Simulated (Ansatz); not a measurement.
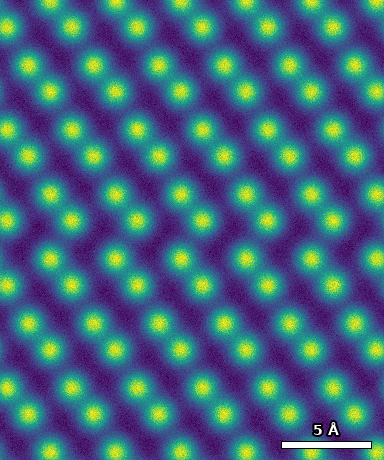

iDPC-like image of Sb (R-3m, No. 166) along [100]. Simulated as the projected potential of neutral atoms (B = 0.8 Å²) blurred by a 1.04 Å probe, the thin-sample limit of integrated differential phase contrast. The display is stretched by a gamma of 0.8; percentages refer to the linear signal. Shot noise was added.

One planar defect was built into the perfect crystal by geometry alone, without relaxation. Host structure: the input geometry of an electronic-structure calculation (not necessarily at equilibrium).

**Where does the periodic pattern break, and how?**

A planar fault (a stacking fault) runs horizontally about 14 Å below the top edge. The part above it is shifted along the boundary by 2/3 of the 3.74 Å repeat of the rows (2.5 Å to the right, the same as 1.2 Å to the left); both parts keep the same orientation.
